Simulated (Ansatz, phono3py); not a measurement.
# Scattering channels in NaCl (Fm-3m), one at a time, part 4 of 5

Aim: with force constants in hand, see how mesh, solver, isotopes and boundaries change the conductivity of NaCl.

Experimental results on record:
- thermal conductivity 7.1 W/m/K near room temperature (given in “Combining the AFLOW GIBBS and Elastic Libraries to efficiently and robustly screen thermo-mechanical properties of solids”, 2017, arXiv:1611.05714)
- thermal conductivity 7.1 W/m/K near room temperature (given in “Predicting the lattice thermal conductivity of solids by solving the Boltzmann transport equation: AFLOW - AAPL an automated, accurate and efficient framework”, 2017, arXiv:1611.05481)

phono3py 4.10.0; DFT LDA, scalar-relativistic, plane waves, PAW; PAW set soft_1; phono3py on Ansatz's force constants.

So far, κ at 300 K (W/m/K): step 2 (relaxation-time solution) 9.66; step 14 (boundary mean free path 10 micrometre) 9.58; step 15 (solver LBTE) 11.5; step 16 (solver RTA with coherences (SMM19)) 9.79; step 17 (delta function Gaussian, sigma 0.4 THz) 9.03.

The database entry behind the starting cell differs from later determinations by our own check (an axis about 0.4 % short against later determinations), so it need not match the best structure at ambient conditions.

### 18. Gaussian smearing, third order supercell 3×3×3, supercell 6×6×6 (run 2)

A Gaussian replaces the tetrahedron method for energy conservation; its width must match the mesh.

Input file phono3py.yaml:

```yaml
phono3py:
  version: "4.10.0"
  frequency_unit_conversion_factor: 15.633302
  symmetry_tolerance: 1.00000e-05

physical_unit:
  atomic_mass: "AMU"
  length: "angstrom"

space_group:
  type: "Fm-3m"
  number: 225
  Hall_symbol: "-F 4 2 3"

primitive_matrix:
- [  1.000000000000000,  0.000000000000000,  0.000000000000000 ]
- [  0.000000000000000,  1.000000000000000,  0.000000000000000 ]
- [  0.000000000000000,  0.000000000000000,  1.000000000000000 ]

supercell_matrix:
- [   3,   0,   0 ]
- [   0,   3,   0 ]
- [   0,   0,   3 ]

# [primitive_cell block left out]
unit_cell:
  lattice:
  - [     0.000000000000000,     2.732237653900000,     2.732237653900000 ] # a
  - [     2.732237653900000,     0.000000000000000,     2.732237653900000 ] # b
  - [     2.732237653900000,     2.732237653900000,     0.000000000000000 ] # c
  points:
  - symbol: Na # 1
    coordinates: [  0.000000000000000,  0.000000000000000,  0.000000000000000 ]
    mass: 22.989769
    reduced_to: 1
  - symbol: Cl # 2
    coordinates: [  0.500000000000000,  0.500000000000000,  0.500000000000000 ]
    mass: 35.450000
    reduced_to: 2

# [supercell block left out]
phonon_supercell_matrix:
- [   6,   0,   0 ]
- [   0,   6,   0 ]
- [   0,   0,   6 ]

# [phonon_primitive_cell block left out]
# [phonon_supercell block left out]
nac:
  born_effective_charge:
  - # 1 (Na)
    - [  1.071467268649414,  0.000000000000000,  0.000000000000000 ]
    - [  0.000000000000000,  1.071467268649414,  0.000000000000000 ]
    - [  0.000000000000000,  0.000000000000000,  1.071467268649414 ]
  - # 2 (Cl)
    - [ -1.071467268649414,  0.000000000000000,  0.000000000000000 ]
    - [  0.000000000000000, -1.071467268649414,  0.000000000000000 ]
    - [  0.000000000000000,  0.000000000000000, -1.071467268649414 ]
  dielectric_constant:
    - [  2.665497813049287,  0.000000000000000,  0.000000000000000 ]
    - [  0.000000000000000,  2.665497813049287,  0.000000000000000 ]
    - [  0.000000000000000,  0.000000000000000,  2.665497813049287 ]
  unit_conversion_factor: 14.399645
```

Launch:

```console
phono3py phono3py.yaml --mesh 19 19 19 --br --isotope --sigma 1 --ts 100 300 600
```

The log of the run:

```text
[banner, memory and clock lines left out]
Rust backend (phonors) using rayon (8 threads).
Running in phono3py.load mode.
Spglib version 2.8.0
----------------------------- General settings -----------------------------
Run mode: conductivity-RTA
HDF5 data compression filter: gzip
Crystal structure was read from "phono3py.yaml".
Supercell (dim): [3 3 3]
Phonon supercell (dim-fc2): [6 6 6]
Primitive matrix:
  [1. 0. 0.]
  [0. 1. 0.]
  [0. 0. 1.]
Spacegroup: Fm-3m (225)
Use -v option to watch primitive cell, unit cell, and supercell structures.
[...]
6.084   (   2.346    2.880    0.000)    3.714
   6.123   (   0.472   -3.023   -0.000)    3.060
=================== End of collection of collisions ===================
----------- Thermal conductivity (W/m-k) for sigma=1.0 -----------
#  T(K)        xx         yy         zz         yz         xz         xy
  100.0      27.839     27.839     27.839      0.000     -0.000     -0.000
  300.0       8.733      8.733      8.733      0.000     -0.000     -0.000
  600.0       4.376      4.376      4.376      0.000     -0.000     -0.000

Thermal conductivity related properties and sigma 1.0
were written into "kappa-m191919-s1.hdf5".
Summary of calculation was written in "phono3py.yaml".
```

Elapsed: 18 s, on 8 threads of Arm Neoverse V2, shared host; peak memory 0.28 GiB; 1.9 min of CPU time.

This step gave:

| Property | Result |
| --- | --- |
| κ at 300 K | 8.733 W/m/K |
| κ xx, yy, zz at 300 K | 8.733, 8.733, 8.733 W/m/K |

W/m/K. Kappa, by row:

```tsv
T (K)	xx	yy	zz	yz	xz	xy
100	27.84	27.84	27.84	0	0	0
300	8.733	8.733	8.733	0	0	0
600	4.376	4.376	4.376	0	0	0
```

With a width of 1 THz κ at 300 K is 8.73 W/(m K), -9.6 % from the tetrahedron value; a width this large blurs energy conservation.

For the κ at 300 K, step 17 gave 9.03 W/m/K; this run, with sigma 1 THz, gives 8.73 W/m/K (-3 %).

### 19. Two-phonon phase space, third order supercell 3×3×3, supercell 6×6×6

The two-phonon density of states counts the channels open to a mode, without matrix elements.

phono3py.yaml is that of step 18.

Launch:

```console
phono3py phono3py.yaml --mesh 23 23 23 --jdos --gp 0 --num-freq-points 80
```

The log of the run:

```text
[banner, memory and clock lines left out]
Rust backend (phonors) using rayon (8 threads).
Running in phono3py.load mode.
Spglib version 2.8.0
----------------------------- General settings -----------------------------
Run mode: jdos
HDF5 data compression filter: gzip
Crystal structure was read from "phono3py.yaml".
Supercell (dim): [3 3 3]
Phonon supercell (dim-fc2): [6 6 6]
Primitive matrix:
  [1. 0. 0.]
  [0. 1. 0.]
  [0. 0. 1.]
Spacegroup: Fm-3m (225)
Use -v option to watch primitive cell, unit cell, and supercell structures.
NAC parameters were read from "phono3py.yaml".
fc3 was read from "fc3.hdf5".
fc2 was read from "fc2.hdf5".
----------------------------- Force constants ------------------------------
Max drift of fc3: -0.00000000 (zzz) -0.00000000 (zzz) -0.00000000 (zzz)
Max drift of fc2: 0.00000000 (yy) 0.00000000 (yy)
--------------------------- Calculation settings ---------------------------
Non-analytical term correction (NAC): True
NAC unit conversion factor:  14.39964
BZ integration: Tetrahedron-method
Cutoff frequency: 0.01
Number of frequency sampling points: 80
Mesh sampling: [ 23 23 23 ]
Generating grid system ... [ 23 23 23 ]
  PRB 50, 13035(R) (1994), PRB 55, 10355 (1997)
  G-cutoff distance: 1.21, Number of G-points: 307, Lambda: 0.21
--------------------------------- Joint DOS ---------------------------------
Running harmonic phonon calculations...
======================= Grid point 0 (1/1) =======================
q-point: ( 0.00  0.00  0.00)
Number of triplets: 364
Frequency
   0.000
   0.000
   0.000
   5.646
   5.646
   5.646
Tetrahedron method is used.
Calculations at 80 frequency points are divided into 8 batches.
1/8: [ 1  2  3  4  5  6  7  8  9 10]
2/8: [11 12 13 14 15 16 17 18 19 20]
3/8: [21 22 23 24 25 26 27 28 29 30]
4/8: [31 32 33 34 35 36 37 38 39 40]
5/8: [41 42 43 44 45 46 47 48 49 50]
6/8: [51 52 53 54 55 56 57 58 59 60]
7/8: [61 62 63 64 65 66 67 68 69 70]
8/8: [71 72 73 74 75 76 77 78 79 80]
JDOS is written into "jdos-m232323-g0.dat".
```

Run time: 2.8 s. Hardware: 8 threads; peak memory 0.28 GiB; 3.6 s of CPU time.

The joint density of states at Gamma has structure finer than the step of the table below, so its rows give means over 1 THz, whole bins alone (the curve runs from 0 to 16.2 THz). Peaks (THz: height): absorption class 1.0: 10.4, 1.6: 9.80; decay class 8.4: 8.34, 9.7: 8.16, 11.3: 6.53, 12.1: 5.57.

Joint density of states at Gamma against frequency; means over each step:

```tsv
frequency (THz)	absorption class (1/THz)	decay class (1/THz)
1	9.32	0.0180
2	8.44	0.0769
3	5.27	0.188
4	1.79	0.395
5	0.561	0.839
6	0.231	1.25
7	0.0815	3.70
8	0.00496	5.50
9	0	6.95
10	0	6.83
11	0	4.84
12	0	3.96
13	0	0.875
14	0	0.217
15	0	0.0955
```

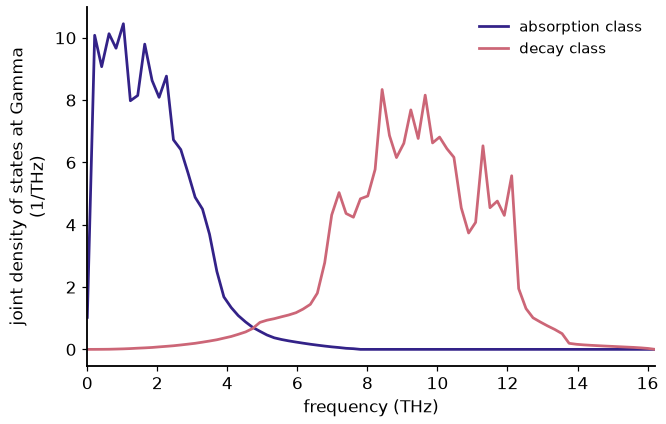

Joint density of states at Gamma against frequency.

### 20. Without the dipole term, third order supercell 3×3×3, supercell 6×6×6

Dropping the dipole term tests how much its part of the interpolation matters for κ.

phono3py.yaml is that of step 19.

Launch:

```console
phono3py phono3py.yaml --mesh 19 19 19 --br --isotope --nonac --ts 100 300 600
```

The log of the run:

```text
Rust backend (phonors) using rayon (8 threads).
Running in phono3py.load mode.
Spglib version 2.8.0
----------------------------- General settings -----------------------------
Run mode: conductivity-RTA
HDF5 data compression filter: gzip
Crystal structure was read from "phono3py.yaml".
Supercell (dim): [3 3 3]
Phonon supercell (dim-fc2): [6 6 6]
Primitive matrix:
  [1. 0. 0.]
  [0. 1. 0.]
  [0. 0. 1.]
Spacegroup: Fm-3m (225)
Use -v option to watch primitive cell, unit cell, and supercell structures.
fc3 was read from "fc3.hdf5".
fc2 was read from "fc2.hdf5".
----------------------------- Force constants ------------------------------
Max drift of fc3: -0.00000000 (zzz) -0.00000000 (zzz) -0.00000000 (zzz)
Max drift of fc2: 0.00000000 (yy) 0.00000000 (yy)
--------------------------- Calculation settings ---------------------------
BZ integration: Tetrahedron-method
Temperature:  100.0  300.0  600.0
Cutoff frequency: 0.01
Mesh sampling: [ 19 19 19 ]
Generating grid system ... [ 19 19 19 ]
fc3-r2q-transformation over three atoms: True
--------------------------- Phonon calculations ----------------------------
Running harmonic phonon calculations...
-------------------- Lattice thermal conductivity (RTA) --------------------
Running heat capacity calculations...
Running velocity calculations...
Running isotope scattering calculations with tetrahedron method...
======================= Grid point 0 (1/220) =======================
q-point: ( 0.00  0.00  0.00)
Boundary mean free path (millimeter): 1000.000
Mass variance parameters: 0.00e+00 5.83e-04
Number of triplets: 220
Frequency     group velocity (x, y, z)     |gv|
  -0.000   (   0.000    0.000    0.000)    0.000
   0.000   (   0.000    0.000    0.000)    0.000
   0.000   (   0.000    0.000    0.000)    0.000
   5.646   (   0.000    0.000    0.000)    0.000
   5.646   (   0.000    0.000    0.000)    0.000
   5.646   (   0.000    0.000    0.000)    0.000
======================= Grid point 1 (2/220) =======================
q-point: ( 0.05  0.00  0.00)
Boundary mean free path (millimeter): 1000.000
Mass variance parameters: 0.00e+00 5.83e-04
Number of triplets: 670
Frequency     group velocity (x, y, z)     |gv|
   0.528   ( -18.088   18.088   18.088)   31.330
   0.528   ( -18.088   18.088   18.088)   31.330
   0.756   ( -26.047   26.047   26.047)   45.115
   5.637   (   0.665   -0.665   -0.665)    1.152
   5.637   (   0.665   -0.665   -0.665)    1.152
   6.110   ( -28.960   28.960   28.960)   50.160
[217 grid points left out]
======================= Grid point 1647 (220/220) =======================
q-point: (-0.26  0.47  0.21)
Boundary mean free path (millimeter): 1000.000
Mass variance parameters: 0.00e+00 5.83e-04
Number of triplets: 1810
Frequency     group velocity (x, y, z)     |gv|
   3.373   (  -5.061   14.001    0.000)   14.888
   3.475   (   1.382  -13.727   -0.000)   13.796
   4.427   (  -1.558    9.708    0.000)    9.832
   5.150   (  -0.337   -6.529   -0.000)    6.538
   6.089   (   2.418    3.032    0.000)    3.878
   6.127   (   0.711   -2.978   -0.000)    3.062
=================== End of collection of collisions ===================
----------- Thermal conductivity (W/m-k) with tetrahedron method -----------
#  T(K)        xx         yy         zz         yz         xz         xy
  100.0      28.782     28.782     28.782      0.000     -0.000     -0.000
  300.0       9.718      9.718      9.718      0.000     -0.000     -0.000
  600.0       4.937      4.937      4.937      0.000     -0.000     -0.000

Thermal conductivity related properties were written into
"kappa-m191919.hdf5".
Summary of calculation was written in "phono3py.yaml".
```

Wall time 21 s (8 threads); peak memory 0.28 GiB.

This step gave:

* κ at 300 K: 9.718 W/m/K
* κ xx, yy, zz at 300 K: 9.718, 9.718, 9.718 W/m/K

W/m/K. Kappa, by row:

```tsv
T (K)	xx	yy	zz	yz	xz	xy
100	28.78	28.78	28.78	0	0	0
300	9.718	9.718	9.718	0	0	0
600	4.937	4.937	4.937	0	0	0
```

κ at 300 K goes from 9.66 to 9.72 W/(m K). Only the interpolation between the solved wavevectors changes, and the fewer these are, the more it matters.

### 21. A changed mass, third order supercell 3×3×3, supercell 6×6×6

Changing one mass at fixed force constants separates the effect of mass from that of bonding.

phono3py.yaml is that of step 20.

Launch:

```console
phono3py phono3py.yaml --mesh 19 19 19 --br --mass 68.969 35.450 --ts 100 300 600
```

The log of the run:

```text
[banner, memory and clock lines left out]
Rust backend (phonors) using rayon (8 threads).
Running in phono3py.load mode.
Spglib version 2.8.0
----------------------------- General settings -----------------------------
Run mode: conductivity-RTA
HDF5 data compression filter: gzip
Crystal structure was read from "phono3py.yaml".
Supercell (dim): [3 3 3]
Phonon supercell (dim-fc2): [6 6 6]
Primitive matrix:
  [1. 0. 0.]
  [0. 1. 0.]
  [0. 0. 1.]
Spacegroup: Fm-3m (225)
Use -v option to watch primitive cell, unit cell, and supercell structures.
NAC parameters were read from "phono3py.yaml".
fc3 was read from "fc3.hdf5".
fc2 was read from "fc2.hdf5".
----------------------------- Force constants ------------------------------
Max drift of fc3: -0.00000000 (zzz) -0.00000000 (zzz) -0.00000000 (zzz)
Max drift of fc2: 0.00000000 (yy) 0.00000000 (yy)
--------------------------- Calculation settings ---------------------------
Non-analytical term correction (NAC): True
NAC unit conversion factor:  14.39964
BZ integration: Tetrahedron-method
Temperature:  100.0  300.0  600.0
Cutoff frequency: 0.01
Mesh sampling: [ 19 19 19 ]
Generating grid system ... [ 19 19 19 ]
fc3-r2q-transformation over three atoms: True
--------------------------- Phonon calculations ----------------------------
  PRB 50, 13035(R) (1994), PRB 55, 10355 (1997)
  G-cutoff distance: 1.21, Number of G-points: 307, Lambda: 0.21
Running harmonic phonon calculations...
-------------------- Lattice thermal conductivity (RTA) --------------------
Running heat capacity calculations...
Running velocity calculations...
======================= Grid point 0 (1/220) =======================
q-point: ( 0.00  0.00  0.00)
Boundary mean free path (millimeter): 1000.000
Number of triplets: 220
Frequency     group velocity (x, y, z)     |gv|
   0.000   (   0.000    0.000    0.000)    0.000
   0.000   (   0.000    0.000    0.000)    0.000
   0.000   (   0.000    0.000    0.000)    0.000
   4.357   (   0.000    0.000    0.000)    0.000
   4.357   (   0.000    0.000    0.000)    0.000
   4.357   (   0.000    0.000    0.000)    0.000
======================= Grid point 1 (2/220) =======================
q-point: ( 0.05  0.00  0.00)
Boundary mean free path (millimeter): 1000.000
Number of triplets: 670
Frequency     group velocity (x, y, z)     |gv|
   0.390   ( -13.404   13.404   13.404)   23.217
   0.390   ( -13.404   13.404   13.404)   23.217
   0.567   ( -19.519   19.519   19.519)   33.809
   4.349   (   0.551   -0.551   -0.551)    0.955
   4.349   (   0.551   -0.551   -0.551)    0.955
   6.227   (   0.850   -0.850   -0.850)    1.473
[217 grid points left out]
======================= Grid point 1647 (220/220) =======================
q-point: (-0.26  0.47  0.21)
Boundary mean free path (millimeter): 1000.000
Number of triplets: 1810
Frequency     group velocity (x, y, z)     |gv|
   2.345   (  -2.131    7.972    0.000)    8.252
   2.404   (   0.795   -7.213   -0.000)    7.257
   2.955   (  -2.567    3.608    0.000)    4.428
   4.428   (   1.805   -1.757   -0.000)    2.519
   5.109   (   0.351    5.392    0.000)    5.403
   5.160   (   0.747   -5.443   -0.000)    5.493
=================== End of collection of collisions ===================
----------- Thermal conductivity (W/m-k) with tetrahedron method -----------
#  T(K)        xx         yy         zz         yz         xz         xy
  100.0      13.835     13.835     13.835      0.000     -0.000     -0.000
  300.0       4.227      4.227      4.227      0.000     -0.000     -0.000
  600.0       2.097      2.097      2.097      0.000     -0.000     -0.000

Thermal conductivity related properties were written into
"kappa-m191919.hdf5".
Summary of calculation was written in "phono3py.yaml".
```

It took 19 s on 8 threads; peak memory 0.28 GiB.

Numbers from this step:

| Quantity | Value |
| --- | --- |
| κ at 300 K | 4.227 W/m/K |
| κ xx, yy, zz at 300 K | 4.227, 4.227, 4.227 W/m/K |

W/m/K. Kappa, by row:

```tsv
T (K)	xx	yy	zz	yz	xz	xy
100	13.83	13.83	13.83	0	0	0
300	4.227	4.227	4.227	0	0	0
600	2.097	2.097	2.097	0	0	0
```

Without isotope scattering in either run, κ at 300 K goes from 10.1 to 4.23 W/(m K).

### 22. Mass disorder, third order supercell 3×3×3, supercell 6×6×6

A typed mass variance takes the place of the natural one on the sites of one element, as a model of more or less disorder.

phono3py.yaml is that of step 21.

Launch:

```console
phono3py phono3py.yaml --mesh 19 19 19 --br --isotope --mv 0.001 0.0005827 --ts 50 100 150 200 300 400 500 600 800
```

The log of the run:

```text
[banner, memory and clock lines left out]
Rust backend (phonors) using rayon (8 threads).
Running in phono3py.load mode.
Spglib version 2.8.0
----------------------------- General settings -----------------------------
Run mode: conductivity-RTA
HDF5 data compression filter: gzip
Crystal structure was read from "phono3py.yaml".
Supercell (dim): [3 3 3]
Phonon supercell (dim-fc2): [6 6 6]
Primitive matrix:
  [1. 0. 0.]
  [0. 1. 0.]
  [0. 0. 1.]
Spacegroup: Fm-3m (225)
Use -v option to watch primitive cell, unit cell, and supercell structures.
NAC parameters were read from "phono3py.yaml".
fc3 was read from "fc3.hdf5".
fc2 was read from "fc2.hdf5".
----------------------------- Force constants ------------------------------
Max drift of fc3: -0.00000000 (zzz) -0.00000000 (zzz) -0.00000000 (zzz)
Max drift of fc2: 0.00000000 (yy) 0.00000000 (yy)
--------------------------- Calculation settings ---------------------------
Non-analytical term correction (NAC): True
NAC unit conversion factor:  14.39964
BZ integration: Tetrahedron-method
Temperature:  50.0  100.0  150.0  200.0  300.0 ... 800.0
Cutoff frequency: 0.01
Mesh sampling: [ 19 19 19 ]
Generating grid system ... [ 19 19 19 ]
fc3-r2q-transformation over three atoms: True
--------------------------- Phonon calculations ----------------------------
  PRB 50, 13035(R) (1994), PRB 55, 10355 (1997)
  G-cutoff distance: 1.21, Number of G-points: 307, Lambda: 0.21
Running harmonic phonon calculations...
-------------------- Lattice thermal conductivity (RTA) --------------------
Running heat capacity calculations...
Running velocity calculations...
Running isotope scattering calculations with tetrahedron method...
======================= Grid point 0 (1/220) =======================
q-point: ( 0.00  0.00  0.00)
Boundary mean free path (millimeter): 1000.000
Mass variance parameters: 1.00e-03 5.83e-04
Number of triplets: 220
Frequency     group velocity (x, y, z)     |gv|
   0.000   (   0.000    0.000    0.000)    0.000
   0.000   (   0.000    0.000    0.000)    0.000
   0.000   (   0.000    0.000    0.000)    0.000
   5.646   (   0.000    0.000    0.000)    0.000
   5.646   (   0.000    0.000    0.000)    0.000
   5.646   (   0.000    0.000    0.000)    0.000
======================= Grid point 1 (2/220) =======================
q-point: ( 0.05  0.00  0.00)
Boundary mean free path (millimeter): 1000.000
Mass variance parameters: 1.00e-03 5.83e-04
Number of triplets: 670
Frequency     group velocity (x, y, z)     |gv|
   0.522   ( -17.962   17.962   17.962)   31.111
   0.522   ( -17.962   17.962   17.962)   31.111
   0.758   ( -26.108   26.108   26.108)   45.220
   5.630   (   1.034   -1.034   -1.034)    1.790
   5.630   (   1.034   -1.034   -1.034)    1.790
   8.067   (   1.214   -1.214   -1.214)    2.103
[217 grid points left out]
======================= Grid point 1647 (220/220) =======================
q-point: (-0.26  0.47  0.21)
Boundary mean free path (millimeter): 1000.000
Mass variance parameters: 1.00e-03 5.83e-04
Number of triplets: 1810
Frequency     group velocity (x, y, z)     |gv|
   3.408   (  -3.567   13.732    0.000)   14.188
   3.509   (   1.398  -12.499   -0.000)   12.576
   4.417   (  -2.299    9.246    0.000)    9.528
   5.135   (  -0.615   -6.762   -0.000)    6.790
   6.084   (   2.346    2.880    0.000)    3.714
   6.123   (   0.472   -3.023   -0.000)    3.060
=================== End of collection of collisions ===================
----------- Thermal conductivity (W/m-k) with tetrahedron method -----------
#  T(K)        xx         yy         zz         yz         xz         xy
   50.0      62.680     62.680     62.680      0.000     -0.000     -0.000
  100.0      26.894     26.894     26.894      0.000     -0.000     -0.000
  150.0      18.045     18.045     18.045      0.000     -0.000     -0.000
  200.0      13.736     13.736     13.736      0.000     -0.000     -0.000
  300.0       9.363      9.363      9.363      0.000     -0.000     -0.000
  400.0       7.120      7.120      7.120      0.000     -0.000     -0.000
  500.0       5.748      5.748      5.748      0.000     -0.000     -0.000
  600.0       4.821      4.821      4.821      0.000     -0.000     -0.000
  800.0       3.646      3.646      3.646      0.000     -0.000     -0.000

Thermal conductivity related properties were written into
"kappa-m191919.hdf5".
Summary of calculation was written in "phono3py.yaml".
```

Run time: 21 s. Hardware: 8 threads; peak memory 0.28 GiB.

This step gave:

```
κ at 300 K            : 9.363 W/m/K
κ xx, yy, zz at 300 K : 9.363, 9.363, 9.363 W/m/K
```

W/m/K. Kappa, by row:

```tsv
T (K)	xx	yy	zz	yz	xz	xy
50	62.68	62.68	62.68	0	0	0
100	26.89	26.89	26.89	0	0	0
150	18.04	18.04	18.04	0	0	0
200	13.74	13.74	13.74	0	0	0
300	9.363	9.363	9.363	0	0	0
400	7.12	7.12	7.12	0	0	0
500	5.748	5.748	5.748	0	0	0
600	4.821	4.821	4.821	0	0	0
800	3.646	3.646	3.646	0	0	0
```

κ at 300 K goes from 9.66 in the base run to 9.36 W/(m K).

[end of part 4 of 5]

[Logs are printed without paths, hosts, clocks, repeated set-up lines and the standing remarks that a program may print on its own settings, such as how far it seeks lower states.]

[Hosts, paths, dates, database ids (printed as entryN), source tags and the programs' standing remarks are cut or masked in the printed files.]

[A step with changed settings may run another functional than the one named; its input shows which.]
